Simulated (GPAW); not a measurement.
# H2O+ (SMILES [OH2+]) at UPBEsol-D3(BJ)/dzp (scalar-relativistic datasets)

Wanted: a structure relaxation of H2O+. The job is set up through an ASE script.

The calculation is run with GPAW 26.7.0.

13 further runs of the same task are left out: 5 that didn't finish, 8 set aside as unsound or not needed.

## 1. Starting point

The species is H2O+ (3 atoms), meant as a doublet with charge +1. As SMILES, `[OH2+]`. Geometry: relaxed at GFN2-xTB. The run starts from this shape.

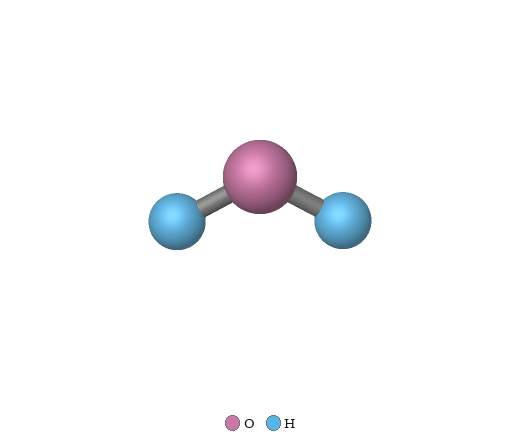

The structure, seen from a chosen angle (oxygen pink, hydrogen blue).

## 2. A geometry optimisation at UPBEsol-D3(BJ)/dzp (scalar-relativistic datasets)

Contents of relax.py:

```python
from ase.calculators.mixing import SumCalculator
from ase.io import write
from ase.io.zmatrix import parse_zmatrix
from ase.optimize.sciopt import SciPyFminCG
from dftd3.ase import DFTD3
from gpaw import GPAW, setup_paths
from gpaw.atom.configurations import parameters
from gpaw.atom.generator import Generator

# Geometry
molecule = parse_zmatrix("""
O
H 1 1.004515
H 1 1.004548 2 120.68917
""")
molecule.set_cell([10.0, 10.0, 10.0])
molecule.center()
molecule.set_initial_magnetic_moments([1 / len(molecule)] * len(molecule))

# Generate the setups first
for symbol in ['H', 'O']:
    Generator(symbol, xcname='PBEsol', scalarrel=True, nofiles=True, txt=None).run(**parameters[symbol])
setup_paths.insert(0, '.')

# DFT calculator
gpaw_calc = GPAW(mode='lcao',
                 basis='dzp',
                 h=0.18,
                 xc='PBEsol',
                 charge=1,
                 occupations={'name': 'fermi-dirac', 'width': 0.0, 'fixmagmom': True},
                 mixer={'name': 'msr1', 'beta': 0.1, 'nmaxold': 5, 'weight': 1.0},
                 convergence={'forces': 0.001},
                 maxiter=80,
                 txt='-')
molecule.calc = SumCalculator([DFTD3(method='PBEsol', damping='d3bj'), gpaw_calc])

opt = SciPyFminCG(molecule, trajectory='h2o.traj')
converged = opt.run(fmax=0.05, steps=100)
print('Converged:', converged)
print(f'Final energy            {molecule.get_potential_energy():.5f} eV')
print(f'r(H1-O0)                {molecule.get_distance(1, 0):.4f} Ang')
print(f'r(H2-O0) = {molecule.get_distance(2, 0):.4f} Ang')
write('relaxed.xyz', molecule)
```

Launch:

```sh
$ python3 -u relax.py | tee relax.out
```

Standard output:

```text
[...]
Number of symmetries: 2
[...]
  Number of IBZ points: 1
[...]
basis functions: 23
Spin-components: 2 (collinear spins)
Bands:           6
[...]
  Valence electrons: 8.0
[...]
  Grid points: [56 56 56]
  Charge: 1.0  # |e|
[...]
    cutoffs:
[...]
occupation numbers:
  Fixed magnetic moment: 1.000
[...]
xc functional:
  name: PBEsol with 2 nearest neighbor stencil
[...]
Maximum error relative to the maximum force is below inf
- Maximum [total energy] change in last 3 cyles: 0.0005 eV / valence electron
[...]
|iter     |     time |      energy | eigst |  dens |force |  magmom |
[...]
|iter:   1| 00:00:03 |   -1.961902 |      c|       |      |  +0.9995|
[...]
Converged in 10 steps
[...]
dipole moment: (4.989791, 4.982107, 5.000000)  # |e|*Ang
Total magnetic moment: (0.000000, 0.000000, 0.999965)
[...]
Maximum error relative to the maximum force is below inf
- Maximum [total energy] change in last 3 cyles: 0.0005 eV / valence electron
[...]
Converged in 9 steps
[...]
Maximum error relative to the maximum force is below inf
- Maximum [total energy] change in last 3 cyles: 0.0005 eV / valence electron
[...]
Converged in 7 steps
[...]
Converged in 7 steps
[...]
Converged in 7 steps
[...]
|iter:   7| 00:00:52 |   -1.240731c|      c| -5.51c|-3.46c|  +1.0000|
Converged in 7 steps
[...]
Energy contributions relative to reference atoms: (reference = -2058.455762)
Energy contributions:
  Kinetic:          -1.723885
  Coulomb:           2.422889
  Zero:              0.188249
  External:          0.000000
  Xc:               -2.127984
  Entropy:           0.000000
  Spinorbit:         0.000000
  ----------------------------
  Free energy:      -1.240731
  Extrapolated:     -1.240731
[...]
Total magnetic moment: (0.000000, 0.000000, 0.999967)
Local magnetic moments
|        x |        y |         z |
|----------|----------|-----------|
| 0.000000 | 0.000000 |  0.599097 |  # O    0
| 0.000000 | 0.000000 | -0.009281 |  # H    1
| 0.000000 | 0.000000 | -0.009276 |  # H    2
Fermi levels: -13.295, -19.174
Eigenvalues  # (at kpt = [0.000, 0.000, 0.000])
| band index |      eig [eV] | occ [0-1] |      eig [eV] | occ [0-1] |
|------------|---------------|-----------|---------------|-----------|
|          0 |       -37.931 |     1.000 |       -36.316 |     1.000 |
|          1 |       -24.815 |     1.000 |       -24.189 |     1.000 |
|          2 |       -21.549 |     1.000 |       -20.410 |     1.000 |
|          3 |       -21.231 |     1.000 |       -17.937 |     0.000 |
|          4 |        -8.652 |     0.000 |        -8.307 |     0.000 |
|          5 |        -6.615 |     0.000 |        -6.402 |     0.000 |
Gap: 9.285 eV
Transition (v -> c):
[...]
Forces  # eV/Ang
|       x |       y |       z |
|---------|---------|---------|
| 0.00098 | 0.00515 | 0.00000 |  # O    0
| 0.01061 | 0.02379 | 0.00000 |  # H    1
| 0.01773 | 0.02803 | 0.00000 |  # H    2
Force computation time: 0.000  # s
SciPyFminCG:    5 hh:mm:ss       -1.243413        0.033220
Converged: True
Final energy            -1.24341 eV
r(H1-O0)                1.0347 Ang
r(H2-O0) = 1.0345 Ang
```

It took 53 s on 1 thread of Arm Neoverse V2, shared host; peak memory 0.54 GiB.

Step by step:

| step | energy from the first frame kept (eV) | largest force (eV/Å) |
| --- | --- | --- |
| 0 | 0.0000 | 2.1581 |
| 1 | -0.0654 | 0.7111 |
| 2 | -0.0925 | 0.5573 |
| 3 | -0.1039 | 0.1448 |
| 4 | -0.1042 | 0.0695 |
| 5 | -0.1043 | 0.0332 |

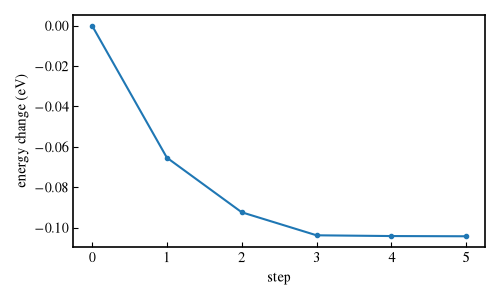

Energy along the run.

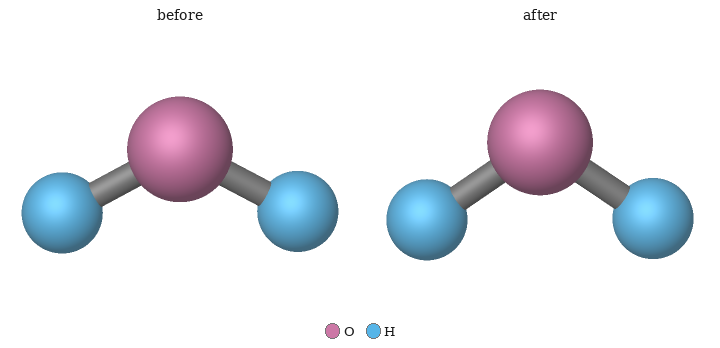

Before and after, at one scale.

After the run. Bond lengths: O1–H2 1.035 Å, O1–H3 1.035 Å. Angles: H2–O1–H3 108.1°.

## 3. What came out

Level: UPBEsol-D3(BJ)/dzp (scalar-relativistic datasets).

| quantity | value |
| --- | --- |
| energy as printed (from the program's reference atoms) | -1.2434 eV |
| HOMO energy (highest over α and β) | -20.41 eV |
| LUMO energy (lowest over α and β) | -17.94 eV |
| dispersion energy | -0.26 kJ/mol |

In words: At the final geometry: Bond lengths: O1–H2 1.035 Å, O1–H3 1.035 Å. Angles: H2–O1–H3 108.1°. The optimisation took 5 steps and changed the energy by -0.104 eV.
